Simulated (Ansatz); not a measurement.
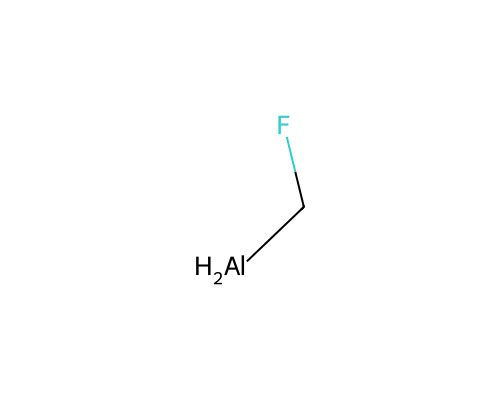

Skeletal drawing of a molecule.

Question: Give its SMILES.

Answer: F[CH2][AlH2]

Question: What is the molecular formula?

Answer: CH4AlF.

Question: An optimisation with PBE0-D4/def2-TZVP gave a structure of which point group?

Answer: Cs.

The parts below concern this one geometry. Atoms keep their numbers from picture to picture. The computed structure is the end point of a PBE0-D4/def2-TZVP optimisation.

### Shape

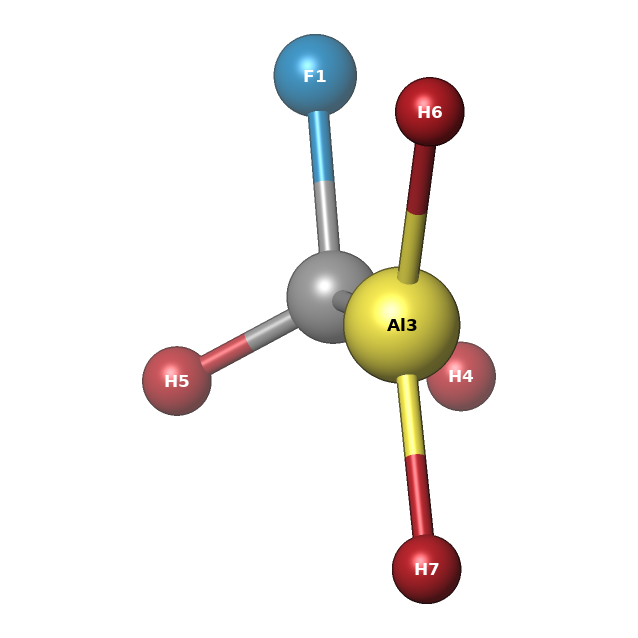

C2 lies behind Al3. The molecule seen a little off the Al3–C2 bond, Al3 in front. Distant atoms are faded towards the background colour.

Question: What is the torsion angle H6–Al3–C2–F1? The sign is positive where the front bond must turn clockwise to cover the back bond.

Answer: 0°, synperiplanar (eclipsed).

### Levels of theory compared

Program: Ansatz 0.2.0.

Tabulate HOMO energy (eV), dipole (D) at these levels: B3LYP-D4/def2-TZVPP; PBE-D4/def2-TZVPP; r2SCAN-D4/def2-TZVPP; ωB97M-V/def2-TZVPP.

```tsv
level	HOMO energy (eV)	dipole (D)
B3LYP-D4/def2-TZVPP	−7.64	1.55
PBE-D4/def2-TZVPP	−6.40	1.39
r2SCAN-D4/def2-TZVPP	−6.70	1.47
ωB97M-V/def2-TZVPP	−10.12	1.54
```

### Vibrations

Harmonic vibrations computed with RKS PBE0-D4/def2-TZVP (Ansatz 0.2.0) at a stationary point of the same level.

Question: How many vibrational modes are there, and where do they lie?

Answer: 15 modes: 123, 200, 441, 479, 626, 694, 777, 1044, 1240, 1273, 1446, 1918, 1944, 3007, 3049 cm⁻¹.

### Thermal motion

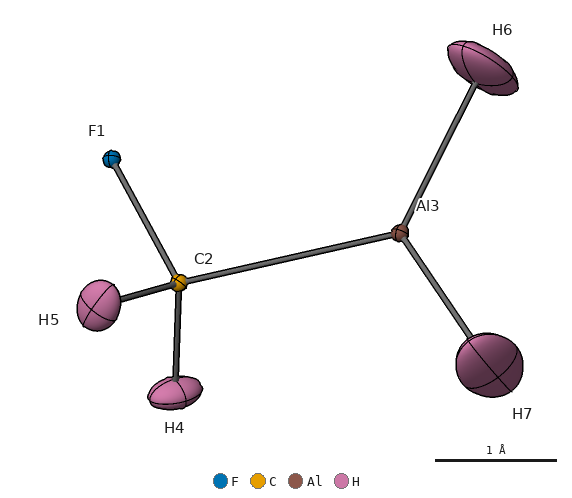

Displacement ellipsoids at the 50 % level, from the internal vibrations of the free molecule (harmonic, no overall translation or rotation; no half-axis is drawn under 0.075 Å). Vibrations computed with RKS PBE0-D4/def2-TZVP (Ansatz 0.2.0). Temperature: 100 K.

List U_eq and the three principal root-mean-square amplitudes for each kind of atom.

| atom | U_eq (Å²) | rms amplitudes (Å) |
| --- | --- | --- |
| F1 | 0.0011 | 0.019, 0.026, 0.048 |
| C2 | 0.0018 | 0.034, 0.043, 0.048 |
| Al3 | 0.00043 | 0.012, 0.013, 0.031 |
| H4, H5 | 0.0152 | 0.082, 0.122, 0.155 |
| H6 | 0.0422 | 0.092, 0.189, 0.287 |
| H7 | 0.0450 | 0.095, 0.175, 0.309 |
